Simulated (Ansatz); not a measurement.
# CH4FSi (SMILES [CH2][SiH2]F): UPBE/6-311+G(d,p)

Aim: the vertical electron affinity of CH4FSi at UPBE/6-311+G**, from 2 runs. 

The results are computed with Ansatz 0.2.0.

59 further runs of the same task are left out: 1 that didn't finish, 58 set aside as unsound or not needed.

### Step 1. The molecule

CH4FSi: 7 atoms, total charge 0, spin state doublet. SMILES: `[CH2][SiH2]F`. Geometry: relaxed at PBE0-D4/def2-TZVP. This is one conformer, not always the lowest.

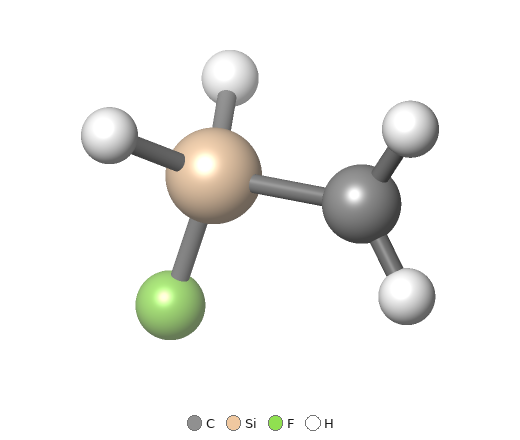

The structure, seen from a chosen angle (carbon grey, silicon light orange, fluorine green, hydrogen white).

### Step 2. A single-point energy at UPBE/6-311+G(d,p)

input.yaml

```yaml
crystal:
  periodic: [false, false, false]
  atoms:
    - symbol: C
      position_ang: [-0.871900, 0.281100, -0.615800]
    - symbol: Si
      position_ang: [0.588600, -0.157300, 0.392500]
    - symbol: F
      position_ang: [0.652600, -1.749500, 0.550500]
    - symbol: H
      position_ang: [-1.536000, -0.466000, -1.038500]
    - symbol: H
      position_ang: [-1.136000, 1.310700, -0.837900]
    - symbol: H
      position_ang: [0.509900, 0.430600, 1.755300]
    - symbol: H
      position_ang: [1.854000, 0.282500, -0.251700]
basis:
  gaussian: {orbitals: 6-311+G_st__st_-spherical.json}
magnetization: {spin_polarized: true, initial_magnetization: 1}
hamiltonian: {xc: pbe}
accuracy: high
output: {orbitals: {seedname: orbitals}}
```

The basis set 6-311+G** is read from a file made from the Basis Set Exchange's data (not shown).

On the command line:

```
$ ansatz run input.yaml --threads 1 --pin off --max-ram 3480MiB --events-out events.jsonl --progress --plain --runs-dir runs
```

Output:

```text
Warning: RAYON_NUM_THREADS=1 ignored (pool sized by the plan → 1); use --threads N
Functional definition: PBE
  name "PBE"
  parameter kappa = 0.804
  parameter beta = 0.06672455060314922
  exchange = pbe_x(kappa = kappa, mu = beta*pi^2/3)
  correlation = pbe_c(beta = beta)
1833 factors; integrals over basis functions are off by at most 4.3e-9 eV
mean field evaluation 1: about -11681.8276 eV, gradient 4.2e1 eV
mean field evaluation 2: about -11668.0114 eV, gradient 6.7e1 eV
mean field evaluation 4: about -11689.2972 eV, gradient 7.2e0 eV
mean field evaluation 8: about -11689.4882 eV, gradient 4.2e-2 eV
mean field evaluation 16: about -11689.4882 eV, gradient 8.0e-6 eV
mean field -11689.48823369 eV, -429.5807691683 hartree, gradient 5.6e-8 eV, S^2 0.753159; 0 other end points of the search recorded, 0 dependent functions left out
reference -11689.48823991 eV, -429.5807693970 hartree; 17, 16 occupied and 81, 82 virtual orbitals, 1833 factors
Total energy: -11689.48823991 eV, -429.5807693970 hartree
```

It took 7.5 s on 1 thread of Arm Neoverse V2, shared host; peak memory 0.28 GiB.

### Step 3. The singlet anion, same level

job.yaml

```yaml
crystal:
  periodic: [false, false, false]
  atoms:
    - {symbol: C, position_ang: [-0.871900, 0.281100, -0.615800]}
    - {symbol: Si, position_ang: [0.588600, -0.157300, 0.392500]}
    - {symbol: F, position_ang: [0.652600, -1.749500, 0.550500]}
    - {symbol: H, position_ang: [-1.536000, -0.466000, -1.038500]}
    - {symbol: H, position_ang: [-1.136000, 1.310700, -0.837900]}
    - {symbol: H, position_ang: [0.509900, 0.430600, 1.755300]}
    - {symbol: H, position_ang: [1.854000, 0.282500, -0.251700]}
basis:
  gaussian: {orbitals: 6-311+G_st__st_-spherical.json}
total_charge: -1
hamiltonian: {xc: {name: PBE}}
accuracy: high
output: {orbitals: {seedname: orbitals}}
```

The basis set 6-311+G** is read from a file made from the Basis Set Exchange's data (not shown).

On the command line:

```
$ ansatz run job.yaml --threads 1 --pin off --max-ram 3480MiB --events-out events.jsonl --progress --plain --runs-dir runs
```

Output:

```text
Warning: RAYON_NUM_THREADS=1 ignored (pool sized by the plan → 1); use --threads N
Functional definition: PBE
  name "PBE"
  parameter kappa = 0.804
  parameter beta = 0.06672455060314922
  exchange = pbe_x(kappa = kappa, mu = beta*pi^2/3)
  correlation = pbe_c(beta = beta)
1833 factors; integrals over basis functions are off by at most 4.3e-9 eV
mean field evaluation 1: about -11679.0657 eV, gradient 6.8e1 eV
mean field evaluation 2: about -11615.7419 eV, gradient 1.4e2 eV
mean field evaluation 4: about -11689.9950 eV, gradient 1.3e1 eV
mean field evaluation 8: about -11690.3823 eV, gradient 1.9e-1 eV
mean field evaluation 16: about -11690.3824 eV, gradient 7.5e-6 eV
mean field -11690.38242957 eV, -429.6136302607 hartree, gradient 7.2e-8 eV, S^2 0.000000; 0 other end points of the search recorded, 0 dependent functions left out
reference -11690.38243409 eV, -429.6136304271 hartree; 17, 17 occupied and 81, 81 virtual orbitals, 1833 factors
Total energy: -11690.38243409 eV, -429.6136304271 hartree
```

It took 4.8 s on 1 thread of Arm Neoverse V2, shared host; peak memory 0.23 GiB.

### Step 4. Outcome

Level: UPBE/6-311+G**.

```
                                                            quantity          value
                                        doublet CH4FSi: total energy  -429.58077 Eh
                  doublet CH4FSi: HOMO energy (highest over α and β)       -5.93 eV
                   doublet CH4FSi: LUMO energy (lowest over α and β)       -3.86 eV
                                                doublet CH4FSi: ⟨S²⟩          0.753
                                         singlet anion: total energy  -429.61363 Eh
                                          singlet anion: HOMO energy        2.01 eV
                                          singlet anion: LUMO energy        3.60 eV
singlet anion: HOMO–LUMO gap (to an unbound level, set by the basis)        1.58 eV
                   vertical electron affinity (to the singlet anion)       0.894 eV
```

In words: At fixed nuclei the extra electron is bound by 0.89 eV (20.6 kcal/mol). The HOMO (singlet anion) lies at positive energy, 2.01 eV, as semi-local functionals often give for anions; only total energies tell whether the electron is bound.
